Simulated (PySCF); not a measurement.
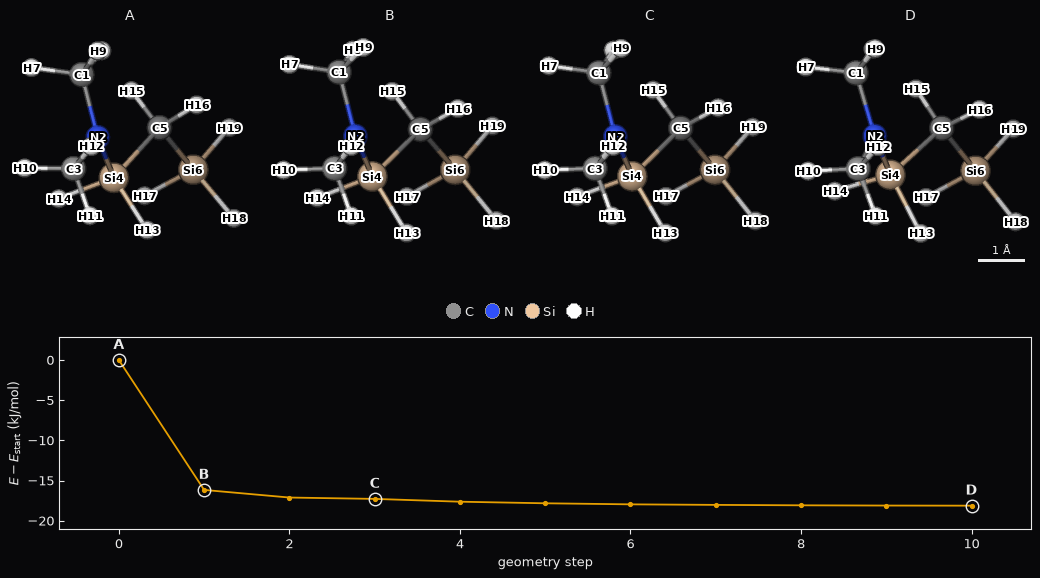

Frames of a relaxation of C$_{3}$H$_{13}$NSi$_{2}$, marked on the history of the run. A ball-and-stick model, seen from a free direction.

The start comes from GFN2-xTB. Its atoms were then displaced at random by about 0.01 Å.

Method: PySCF 2.14.0, density-fitted response routines, PBE0-D3(BJ)/def2-SVP geometry optimisation, gas phase. 

Question: Describe the path.

Answer: Over 10 geometry steps the energy falls by 18.1 kJ/mol. The atom that moves furthest after the best rigid fit is H14 (0.23 Å). By element the largest moves are H 0.23 Å, C 0.13 Å, Si 0.10 Å, N 0.07 Å. Some distances before and after: Si4–H13 1.447 → 1.495 Å, Si4–H14 1.464 → 1.506 Å, C3–H10 1.073 → 1.110 Å, Si6–H18 1.463 → 1.495 Å. Among the angles between lasting bonds that change: N2–Si4–H13 101.8° → 106.1°, C5–Si4–H13 114.1° → 111.1°, C5–Si4–H14 109.9° → 107.1°. From step 0 to 1: H7 moves most (0.24 Å), energy −16.2 kJ/mol. From step 1 to 3: H7 moves most (0.06 Å), energy −1.12 kJ/mol. From step 3 to 10: H14 moves most (0.14 Å), energy −0.84 kJ/mol.
